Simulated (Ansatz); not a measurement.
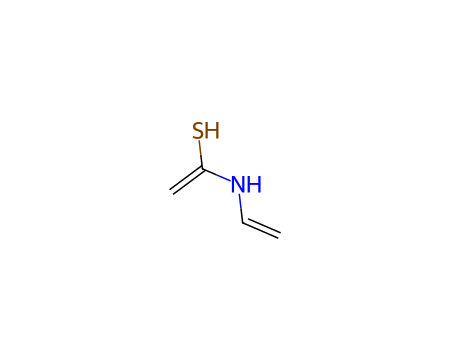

**Write the SMILES.**

C=CNC(=C)S

**Give the formula, hydrogens included.**

C4H7NS.

**An optimisation with PBE0-D4/def2-TZVP gave a structure of which point group?**

C1. Other conformers may differ.

The parts below concern this one geometry. Atoms keep their numbers from picture to picture. The geometry was computed by an optimisation with PBE0-D4/def2-TZVP.

Shape

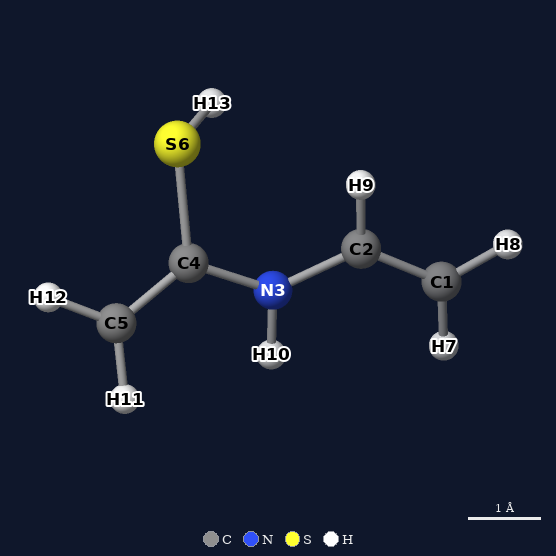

Numbered structure.

**Describe the coordination of atom 3.**

N3 has 3 neighbours (C2 at 1.38, C4 at 1.38, H10 at 1.01 Å); the arrangement is trigonal planar.

**How are the neighbours of atom 5 arranged?**

C5 has 3 neighbours (C4 at 1.34, H11 at 1.08, H12 at 1.08 Å); the arrangement is trigonal planar.

**What is the geometry at C4?**

C4 has 3 neighbours (N3 at 1.38, C5 at 1.34, S6 at 1.76 Å); the arrangement is trigonal planar.

**What is the geometry at C2?**

C2 has 3 neighbours (C1 at 1.33, N3 at 1.38, H9 at 1.08 Å); the arrangement is trigonal planar.

**What is the dihedral angle C2–N3–C4–C5?**

154° in size, that is anti.

Vibrations

Harmonic vibrations computed with RKS PBE0-D4/def2-TZVP (Ansatz 0.2.0) at a stationary point of the same level.

**List the wavenumbers.**

33 modes: 82, 122, 191, 307, 329, 415, 477, 524, 586, 667, 692, 710, 819, 830, 919, 949, 1014, 1044, 1274, 1311, 1323, 1378, 1430, 1508, 1680, 1724, 2680, 3170, 3173, 3213, 3274, 3283, 3621 cm⁻¹.

Thermal motion

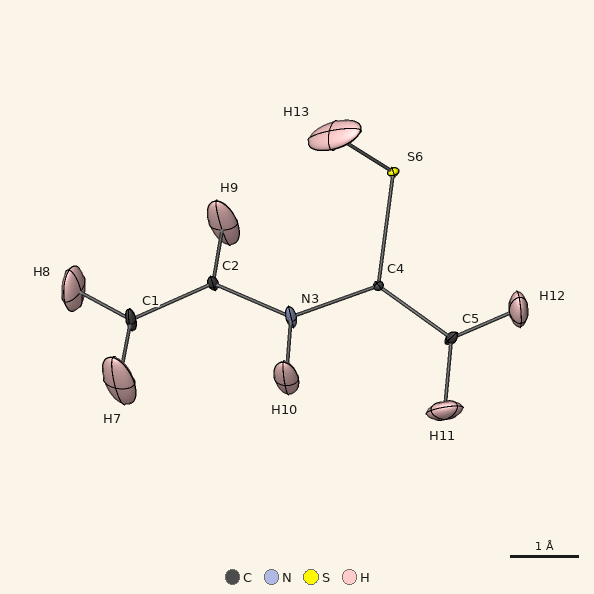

Displacement ellipsoids at the 50 % level, from the internal vibrations of the free molecule (harmonic, no overall translation or rotation; no half-axis is drawn under 0.075 Å). Vibrations computed with RKS PBE0-D4/def2-TZVP (Ansatz 0.2.0). Temperature: 298 K.

**Which atom moves most?**

H7, with U_eq = 0.0563 Å².

**Does H9 move more along its bond or across it?**

Across it: the root-mean-square amplitude is 0.083 Å along the bond and up to 0.368 Å across, since bending and torsion are softer than stretching.

Give the displacement parameters, one line for each set of equivalent atoms.

```csv
atom,U_eq (Å²),rms amplitudes (Å)
C1,0.0083,"0.044, 0.063, 0.137"
C2,0.0056,"0.045, 0.049, 0.111"
N3,0.0134,"0.034, 0.052, 0.191"
C4,0.0021,"0.037, 0.044, 0.054"
C5,0.0063,"0.042, 0.054, 0.119"
S6,0.0015,"0.026, 0.028, 0.056"
H7,0.0563,"0.092, 0.160, 0.367"
H8,0.0381,"0.082, 0.174, 0.278"
H9,0.0537,"0.082, 0.139, 0.368"
H10,0.0370,"0.083, 0.116, 0.301"
H11,0.0253,"0.084, 0.159, 0.209"
H12,0.0318,"0.089, 0.151, 0.255"
H13,0.0446,"0.084, 0.159, 0.318"
```

Dipole moment

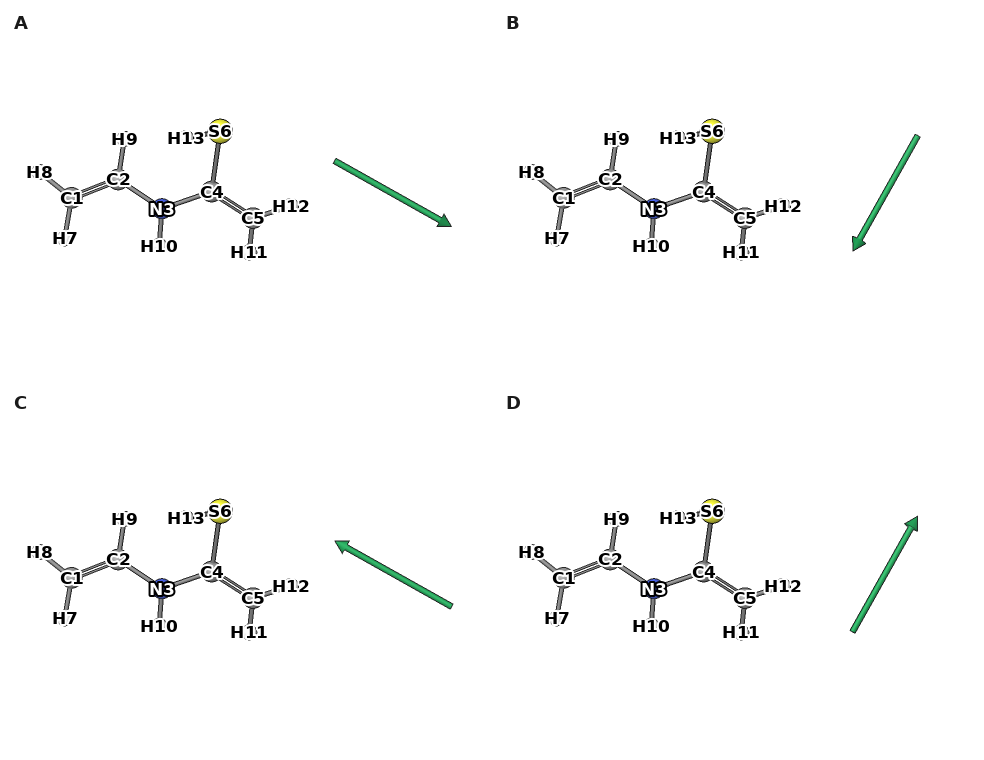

The same molecule four times, each with an arrow. Level of theory: RKS r2SCAN-D4/def2-TZVPP (Ansatz 0.2.0).

**Which arrow points along the dipole moment, from the negative to the positive end?**

B. The dipole moment is 1.16 D; it points from the side of S6 to the side of H7 (the outermost atoms at the two ends).

Charges

The questions are on Mulliken charges. Level of theory: RKS PBE-D4/def2-TZVPP (Ansatz 0.2.0).

**Which atom carries the highest charge (most positive or least negative)?**

C4 (0.17 e).

**And the lowest?**

C5 (−0.29 e).

Give the Mulliken charges atom by atom.

```json
{"atom": "C1", "value (e)": "−0.27"}
{"atom": "C2", "value (e)": "0.02"}
{"atom": "N3", "value (e)": "−0.13"}
{"atom": "C4", "value (e)": "0.17"}
{"atom": "C5", "value (e)": "−0.29"}
{"atom": "S6", "value (e)": "−0.15"}
{"atom": "H7", "value (e)": "0.06"}
{"atom": "H8", "value (e)": "0.09"}
{"atom": "H9", "value (e)": "0.09"}
{"atom": "H10", "value (e)": "0.15"}
{"atom": "H11", "value (e)": "0.07"}
{"atom": "H12", "value (e)": "0.10"}
{"atom": "H13", "value (e)": "0.11"}
```

Mulliken values depend strongly on the basis set and can even reverse the polarity of a bond.
